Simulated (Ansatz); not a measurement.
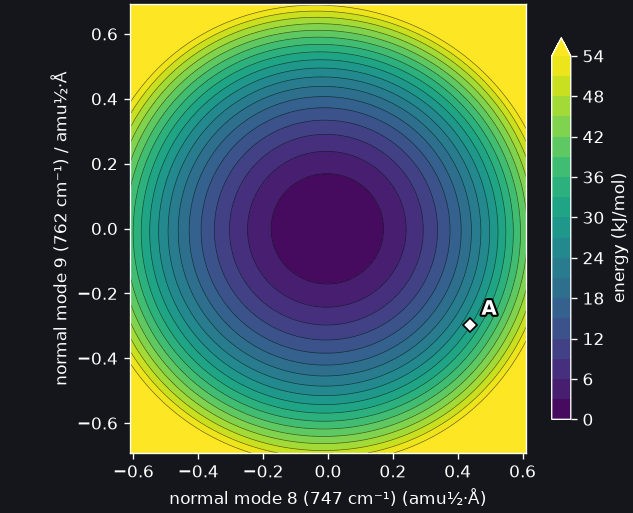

AlH₅NSi, SMILES [AlH2][NH][SiH2], spin multiplicity 2. 
- First axis: normal mode 8 (747 cm⁻¹). Second axis: normal mode 9 (762 cm⁻¹).
- Nothing is relaxed (straight displacements along the two mass-weighted modes).
- The grid has 15 × 15 points.
- All energies are given in kJ/mol relative to the lowest grid point.
- All numbers below come from Ansatz, UKS PBE0-D4/def2-SVP.

Drawn: filled contours, one colour for all values above the top of the scale, the point A. Between grid points the surface is interpolated.

Question: Which way does the force act at A, and how strong is it?

Answer: A, at normal mode 8 (747 cm⁻¹) = 0.437 amu½·Å, normal mode 9 (762 cm⁻¹) = −0.297 amu½·Å, is not a stationary point. The computed force is 97.9 kJ/mol for each amu½·Å towards smaller values of normal mode 8 (747 cm⁻¹) and 63 kJ/mol for each amu½·Å towards larger values of normal mode 9 (762 cm⁻¹).
